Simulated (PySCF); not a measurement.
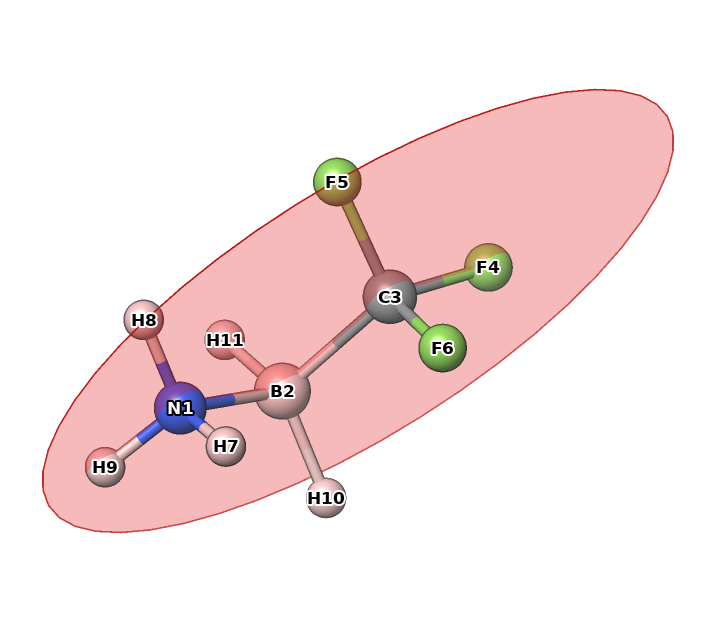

A disc through the centre of mass is drawn in. Depth is shown by fading: the farther an atom, the more it takes the colour of the background. The geometry was computed by an optimisation with PBE0-D3(BJ)/def2-SVP. No frequency run is at hand to confirm it as a minimum.

> Is the plane of the disc a mirror plane of the structure?

Yes. The reflection leaves N1, B2, C3, F4, H9 in place and moves F5 ↔ F6; H7 ↔ H8; H10 ↔ H11. The point group is Cs.
